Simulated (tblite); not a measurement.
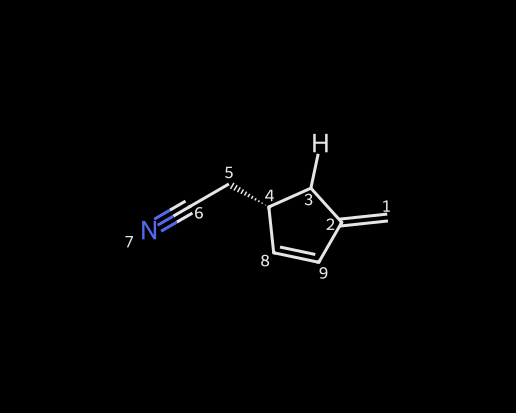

Skeletal drawing with numbered atoms; wedges and dashes mark any stereocentres. The configuration is that of a computed structure (GFN2-xTB).

Question: What are the Cahn–Ingold–Prelog descriptors?

Answer: C4: S.
